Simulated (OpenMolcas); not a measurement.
**C2HClF2 (SMILES FC(F)=CCl), step by step**

We compute a series of 13 runs (HF/ANO-RCC-VDZP, CASSCF(4,5)/ANO-RCC-VDZP, RASPT2(4,9)/ANO-RCC-VDZP, CASPT2(4,5)/ANO-RCC-VDZP, SC-NEVPT2(4,5)/ANO-RCC-VDZP, CASPT2[IPEA 0](4,5)/ANO-RCC-VDZP, MC-PDFT[ftrevPBE](4,5)/ANO-RCC-VDZP, MC-PDFT[tOPBE](4,5)/ANO-RCC-VDZP, and more) of C2HClF2. 

Program for the calculation: OpenMolcas 26.06.

2 further runs of the same task are left out: 2 set aside as unsound or not needed.

## (1) Starting point

C2HClF2 has 6 atoms, charge 0, and is taken as a singlet. As SMILES, `FC(F)=CCl`. The shape is that of a PBE0-D4/def2-TZVP optimisation.

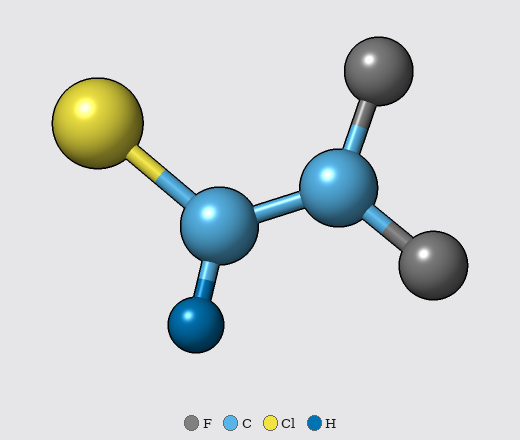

The structure, seen from a chosen angle (fluorine grey, carbon blue, chlorine yellow, hydrogen blue).

## (2) A single-point energy at HF/ANO-RCC-VDZP (DKH2, RICD fitting) (run 1)

The input, mol.xyz:

```xyz
6

F      0.901010    -0.810380     1.342040
C      0.267650    -0.562200     0.220370
F      0.192510    -1.632620    -0.522730
C     -0.218360     0.626770    -0.086550
Cl    -1.039010     0.926430    -1.552100
H     -0.103800     1.452000     0.598970
```

The input, step1.inp:

```
&gateway
 coord=mol.xyz
 basis=ANO-RCC-VDZP
 group=NoSym
 ricd

&seward

&scf
 prorbitals=0
```

On the command line:

```console
export MOLCAS_MEM=1860
pymolcas step1.inp > step1.log
```

The program printed:

```text
--- Start Module: gateway ---
[...]
--- Stop Module: gateway /rc=_RC_ALL_IS_WELL_ ---
--- Start Module: seward ---
[...]
      Basis functions           79
--- Stop Module: seward /rc=_RC_ALL_IS_WELL_ ---
[...]
--- Start Module: scf ---
[...]
       Convergence after  11 Iterations
[...]
::    Total SCF energy                               -736.3830099350
[...]
      Total spin, S                                     0.0000000000
[...]
      Total electronic charge=   48.000000
      Total            charge=   -0.000000
[...]
      Dipole Moment (debye):
      Origin of the operator (angstrom)=   -0.1538   -0.1202   -0.3726
                   X=  4.7520E-02               Y=  1.0858E+00               Z=  6.9675E-01           Total=  1.2910E+00
      Quadrupole Moment (debye*angstrom):
[...]
--- Stop Module: scf /rc=_RC_ALL_IS_WELL_ ---
[...]
```

It took 4.8 s on 1 thread of Arm Neoverse V2, shared host; peak memory 0.085 GiB.

## (3) The vertical excitations at CASSCF(4,5)/ANO-RCC-VDZP (DKH2, RICD fitting, 5 states averaged) (run 2)

mol.xyz is that of step 2.

The input, step2.input:

```
&gateway
coord=mol.xyz
basis=ANO-RCC-VDZP
group=NoSym
ricd
&seward
&rasscf
fileorb=$CurrDir/step1.ScfOrb
spin=1
nactel=4 0 0
inactive=22
ras2=5
ciroot=5 5 1
orblisting=Nothing
```

On the command line:

```console
export MOLCAS_MEM=1860
pymolcas step2.input > step2.log
```

The program printed:

```text
--- Start Module: gateway ---
[...]
--- Stop Module: gateway /rc=_RC_ALL_IS_WELL_ ---
[...]
      Basis functions           79
[...]
      Number of active orbitals                  5
[...]
      Spin quantum number                      0.0
[...]
      Active orbitals                            5
[...]
      Number of CSFs                            50
[...]
      Number of root(s) required                 5
[...]
      Convergence after 15 iterations
[...]
      printout of CI-coefficients larger than  0.05 for root  1
      energy=    -736.396354
      conf/sym  11111     Coeff  Weight
             1  22000  -0.98663 0.97344
            10  20020   0.15799 0.02496
[...]
      Natural orbitals and occupation numbers for root  1
      sym 1:   1.998677   1.949147   0.000096   0.050160   0.001920
      Natural orbitals and occupation numbers for root  2
      sym 1:   1.999786   0.999413   0.000641   0.000709   0.999451
      Natural orbitals and occupation numbers for root  3
      sym 1:   1.998509   0.998912   0.998849   0.001197   0.002532
      Natural orbitals and occupation numbers for root  4
      sym 1:   1.004808   1.949233   0.000196   0.050666   0.995098
      Natural orbitals and occupation numbers for root  5
      sym 1:   1.974882   0.641406   0.024772   1.354056   0.004883
      ************************************************************************************************************************
      *                                                    Final results                                                     *
[...]
::    RASSCF root number  1 Total energy:   -736.39635366
::    RASSCF root number  2 Total energy:   -736.11372800
::    RASSCF root number  3 Total energy:   -736.10175454
::    RASSCF root number  4 Total energy:   -736.05782880
::    RASSCF root number  5 Total energy:   -736.03462186
[...]
```

Wall time 7.8 s (1 thread of Arm Neoverse V2, shared host); peak memory 0.085 GiB.

The roots found:

```csv
excited state,energy (eV)
1,7.691
2,8.016
3,9.212
4,9.843
```

Runs 3 to 10 aren't shown in full; the table further down has their settings and results.

## (4) The excited states at MC-PDFT[tOPBE](4,5)/ANO-RCC-VDZP (DKH2, RICD fitting, hybrid share 0.25, 5 states averaged) (run 11)

mol.xyz is that of step 3.

The input, step11.inp:

```
&GATEWAY
 COORD = mol.xyz
 BASIS = ANO-RCC-VDZP
 GROUP = NoSym
 RICD

&SEWARD

&RASSCF
 FILEORB = $CurrDir/step2.RasOrb
 SPIN = 1
 NACTEL = 4 0 0
 INACTIVE = 22
 RAS2 = 5
 CIROOT = 5 5 1
 ORBLISTING = Nothing

&MCPDFT
 KSDFT = T:OPBE
 LAMBDA = 0.25
```

On the command line:

```console
export MOLCAS_MEM=1860
pymolcas step11.inp > step11.log
```

The program printed:

```text
[...]
      Basis functions           79
[...]
      Number of active orbitals                  5
[...]
      Spin quantum number                      0.0
[...]
      Active orbitals                            5
[...]
      Number of CSFs                            50
[...]
      Number of root(s) required                 5
[...]
      Convergence after  4 iterations
[...]
      printout of CI-coefficients larger than  0.05 for root  1
      energy=    -736.396355
      conf/sym  11111     Coeff  Weight
             1  22000  -0.98663 0.97344
            10  20020   0.15800 0.02496
[...]
      Natural orbitals and occupation numbers for root  1
      sym 1:   1.998677   1.949145   0.000096   0.050161   0.001920
      Natural orbitals and occupation numbers for root  2
      sym 1:   1.999786   0.999413   0.000641   0.000709   0.999451
      Natural orbitals and occupation numbers for root  3
      sym 1:   1.998509   0.998912   0.998849   0.001197   0.002533
      Natural orbitals and occupation numbers for root  4
      sym 1:   1.004822   1.949231   0.000196   0.050667   0.995084
      Natural orbitals and occupation numbers for root  5
      sym 1:   1.974901   0.641423   0.024753   1.354040   0.004883
      ************************************************************************************************************************
      *                                                    Final results                                                     *
[...]
::    RASSCF root number  1 Total energy:   -736.39635549
::    RASSCF root number  2 Total energy:   -736.11372444
[...]
::    MCPDFT root number  2 Total energy:   -737.52020229
::    MCPDFT root number  3 Total energy:   -737.47920887
::    MCPDFT root number  4 Total energy:   -737.45467824
::    MCPDFT root number  5 Total energy:   -737.51595800
[...]
```

Run time: 10 s. Hardware: 1 thread of Arm Neoverse V2, shared host; peak memory 0.085 GiB.

The roots found:

```csv
excited state,energy (eV)
1,6.814
2,7.930
3,8.597
4,6.930
```

Run 12 isn't shown in full; the table further down has it.

## (5) The doublet cation: the energy at MC-PDFT[tPBE](3,5)/ANO-RCC-VDZP (DKH2, RICD fitting, hybrid share 0.25) (run 13)

The input, step13.inp:

```
&gateway
  coord
  6
  angstrom
  F        0.901010      -0.810380       1.342040
  C        0.267650      -0.562200       0.220370
  F        0.192510      -1.632620      -0.522730
  C       -0.218360       0.626770      -0.086550
  Cl      -1.039010       0.926430      -1.552100
  H       -0.103800       1.452000       0.598970
  basis=ANO-RCC-VDZP
  group=NoSym
  ricd

&seward

&rasscf
  fileorb=$CurrDir/step2.RasOrb
  spin=2
  nactel=3 0 0
  inactive=22
  ras2=5
  orblisting=Nothing

&mcpdft
  ksdft=T:PBE
  lambda=0.25
```

On the command line:

```console
export MOLCAS_MEM=1860
pymolcas step13.inp > step13.log
```

The program printed:

```text
--- Start Module: gateway ---
[...]
--- Stop Module: gateway /rc=_RC_ALL_IS_WELL_ ---
[...]
      Basis functions           79
[...]
--- Start Module: rasscf ---
[...]
      Number of active orbitals                  5
[...]
      Spin quantum number                      0.5
[...]
      Active orbitals                            5
[...]
      Number of CSFs                            40
[...]
      Number of root(s) required                 1
[...]
      Convergence after 30 iterations
[...]
      printout of CI-coefficients larger than  0.05 for root  1
      energy=    -736.055675
      conf/sym  11111     Coeff  Weight
             1  2u000  -0.99351 0.98707
             8  0u200  -0.06268 0.00393
            34  0u002  -0.07344 0.00539
      Natural orbitals and occupation numbers for root  1
      sym 1:   1.974740   0.999940   0.008447   0.006069   0.010804
      ************************************************************************************************************************
      *                                                    Final results                                                     *
[...]
::    RASSCF root number  1 Total energy:   -736.05567490
[...]
      Total electronic charge=   47.000000
      Total            charge=    1.000000
[...]
      Dipole Moment (debye):
      Origin of the operator (angstrom)=   -0.1538   -0.1202   -0.3726
                   X= -2.8900E-01               Y=  2.5618E+00               Z=  8.4628E-01           Total=  2.7134E+00
      Center of Charge (angstrom)
[...]
--- Stop Module: rasscf /rc=_RC_ALL_IS_WELL_ ---
[...]
--- Start Module: mcpdft ---
[...]
::    MCPDFT root number  1 Total energy:   -737.17549008
--- Stop Module: mcpdft /rc=_RC_ALL_IS_WELL_ ---
[...]
```

Run time: 9 s. Hardware: 1 thread of Arm Neoverse V2, shared host; peak memory 0.085 GiB.

## (6) Overview of the runs

```csv
run,level,starting guess,task,partner,energy (Eh),dipole moment (D) of the reference,wall time
1,"HF/ANO-RCC-VDZP (DKH2, RICD fitting)",–,energy,base,-736.383010,1.29,4.8 s
2,"CASSCF(4,5)/ANO-RCC-VDZP (DKH2, RICD fitting, 5 states averaged)",orbitals of step 1,excited,base,-736.396354,1.57,7.8 s
3,"RASPT2(4,9)/ANO-RCC-VDZP (DKH2, RICD fitting, ipea shift 0.25 Eh, pt2 variant SS, 5 states averaged)",orbitals of step 2,excited,base,-737.169594,1.59,51 s
4,"CASSCF(4,5)/ANO-RCC-VDZP (DKH2, RICD fitting, 5 states averaged, second multiplicity 3, second roots 4)",orbitals of step 2,spin-orbit,base,-736.396355,–,11 s
5,"CASPT2(4,5)/ANO-RCC-VDZP (DKH2, RICD fitting, ipea shift 0.25 Eh, pt2 variant SS, 5 states averaged)",orbitals of step 2,excited,base,-737.164896,1.57,11 s
6,"SC-NEVPT2(4,5)/ANO-RCC-VDZP (DKH2, RICD fitting, pt2 variant QD-SC-NEVPT2, 5 states averaged)",orbitals of step 2,excited,base,-737.169792,1.57,8.4 s
7,"CASSCF(4,5)/ANO-RCC-VDZP (DKH2, RICD fitting, 5 states averaged)",orbitals of step 2,excited,base,-736.396355,1.57,6.3 s
8,"CASPT2[IPEA 0](4,5)/ANO-RCC-VDZP (DKH2, RICD fitting, casscf thresholds set, ipea shift 0 Eh, pt2 variant XMS, real shift 0.1 Eh)",orbitals of step 2,excited,base,-737.175195,1.57,9.6 s
9,"MC-PDFT[ftrevPBE](4,5)/ANO-RCC-VDZP (DKH2, RICD fitting, 5 states averaged)",orbitals of step 2,excited,F1–C2 1.97 Å,-738.294860,3.39,25 s
10,"CASPT2(4,5)/ANO-RCC-VDZP (DKH2, RICD fitting, ipea shift 0.25 Eh, pt2 variant XMS, real shift 0.2 Eh, 5 states averaged)",orbitals of step 2,excited,base,-737.171392,1.57,9.9 s
11,"MC-PDFT[tOPBE](4,5)/ANO-RCC-VDZP (DKH2, RICD fitting, hybrid share 0.25, 5 states averaged)",orbitals of step 2,excited,base,-737.770624,1.57,10 s
12,"MC-PDFT[ftBLYP](4,5)/ANO-RCC-VDZP (DKH2, RICD fitting, 5 states averaged)",orbitals of step 2,excited,base,-738.556714,–,10 s
13,"MC-PDFT[tPBE](3,5)/ANO-RCC-VDZP (DKH2, RICD fitting, hybrid share 0.25)",orbitals of step 2,energy,cation,-737.175490,–,9 s
```

## (7) Outcome

```
                    quantity          value
doublet cation: total energy  -737.17549 Eh
```

All runs together took 2.9 min, the longest 51 s.
